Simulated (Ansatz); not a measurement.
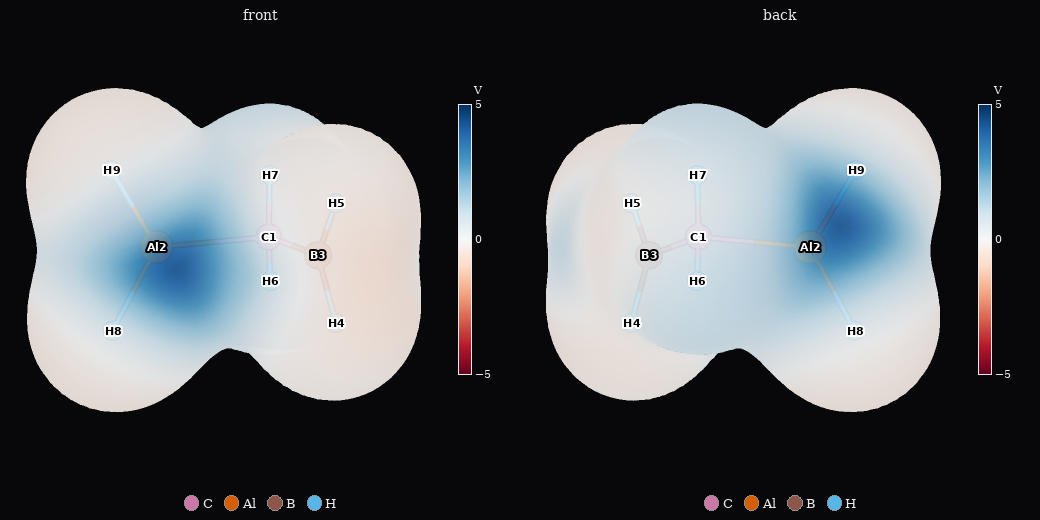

Figure. CH6AlB (SMILES B[CH2][AlH2]). The electrostatic potential painted on the density surface at 0.002 e/bohr³, seen from the front and from behind; the colour scale runs from red (negative) to blue (positive).

Geometry: PBE0-D4/def2-TZVP.

The calculation used Ansatz, isolated molecule in a Gaussian basis; Kohn-Sham density functional theory, functional PBE0.

```xyz
9

C    -0.6837   -0.5022   -0.5456
Al   -2.4666   -1.3387   -0.3048
B     0.1018   -1.5572   -1.2861
H     0.0713   -1.6165   -2.4847
H     0.6927   -2.4143   -0.6887
H    -0.9391    0.4049   -1.1023
H    -0.3899   -0.3025    0.4896
H    -3.5903   -1.0959   -1.3939
H    -2.7685   -2.1517    1.0202
```

Describe the electrostatic potential map.

Answer. The most negative region (about −0.6 V) lies over H4, the most positive (about +4.1 V) over Al2.
